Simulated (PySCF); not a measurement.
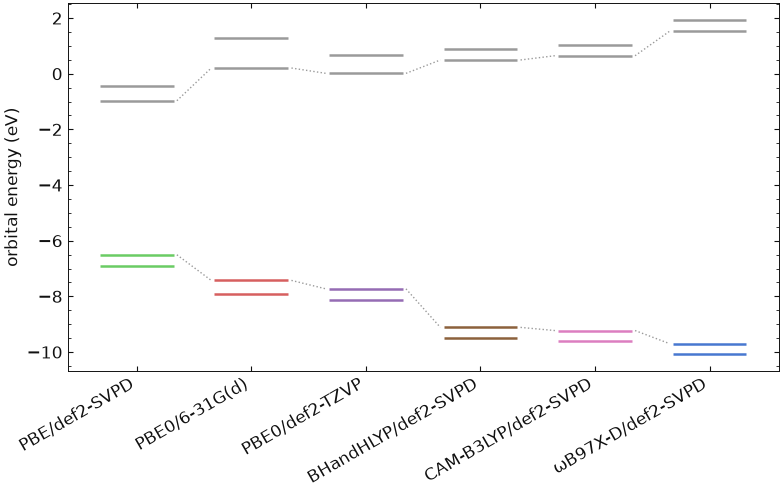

Frontier orbital energies of C₃H₆F₂Ge, SMILES F[C@@H]1C[C@H](F)[GeH2]1, singlet at one geometry, PySCF, at a PBE0-D3(BJ)/def2-SVP geometry (no frequency check). Empty levels are grey, levels within 0.1 eV stand side by side; all columns show the same few orbitals around the gap. Dotted lines join the HOMOs and the LUMOs.

### Compare the HOMO-LUMO separations.

The separation grows from 5.54 eV (PBE/def2-SVPD) to 11.22 eV (ωB97X-D/def2-SVPD).

| level | HOMO (eV) | LUMO (eV) | separation (eV) |
| --- | --- | --- | --- |
| PBE/def2-SVPD | −6.50 | −0.97 | 5.54 |
| PBE0/6-31G(d) | −7.43 | 0.21 | 7.63 |
| PBE0/def2-TZVP | −7.73 | 0.01 | 7.74 |
| BHandHLYP/def2-SVPD | −9.11 | 0.49 | 9.61 |
| CAM-B3LYP/def2-SVPD | −9.23 | 0.65 | 9.87 |
| ωB97X-D/def2-SVPD | −9.70 | 1.52 | 11.22 |

Limits of at least one run: empty levels above zero depend strongly on the basis; one conformer of a flexible molecule.
